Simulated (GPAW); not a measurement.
The B K edge of atom 3 in CrB (Cmcm), with 2 B at 1.79 Å, 4 Cr at 2.18 Å, 2 Cr at 2.22 Å and 1 Cr at 2.28 Å (9-fold, site symmetry m2m), was computed in 2 ways: excited-electron core hole (neutral cell) and no core hole. Program and functional: GPAW, LDA, Gaussian full width 0.9 eV up to 4 eV, rising linearly to 3.5 eV at 25 eV; cells of 4 and 16 atoms (the run without a hole in the smaller).

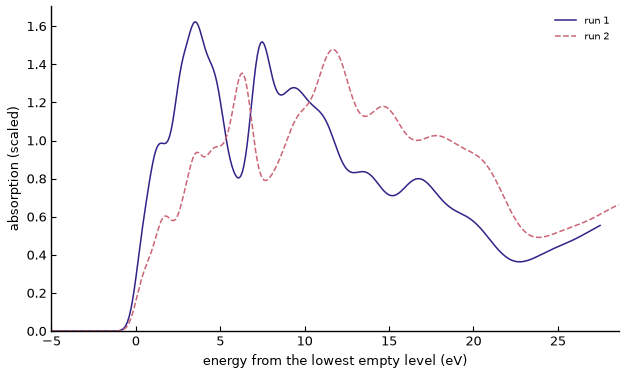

Each run is counted from its own lowest empty level or Fermi level and scaled to a mean of 1 over its first 20 eV.

Which run is which?

Run 1: excited-electron core hole (neutral cell) (area from −2 to 6 eV 6.9, main maxima 3.5 eV (1.62), 7.5 eV (1.52), 9.4 eV (1.28) and 16.7 eV (0.80)). Run 2: no core hole (area from −2 to 6 eV 4.5, main maxima 3.6 eV (0.94), 6.3 eV (1.35), 11.7 eV (1.48), 14.6 eV (1.18) and 17.8 eV (1.03)). With each curve scaled to its own mean, the area from −2 to 6 eV with the hole is 6.9 against 4.5, and the centre of weight from −1 to 20 eV moves by -1.8 eV: the hole pulls the absorber's empty states down.

[Hosts, paths, dates, database ids (printed as entryN), source tags and the programs' standing remarks are cut or masked in the printed files.]

[Lists of maxima count a maximum above −3 eV only where it reaches 4 % of the highest in the window and stands out from its surroundings by 2 % of it (1.5 % where it reaches 55 %); shoulders and weaker maxima are passed over, and of the rest the first, up to two pre-edge ones and the few strongest are named.]
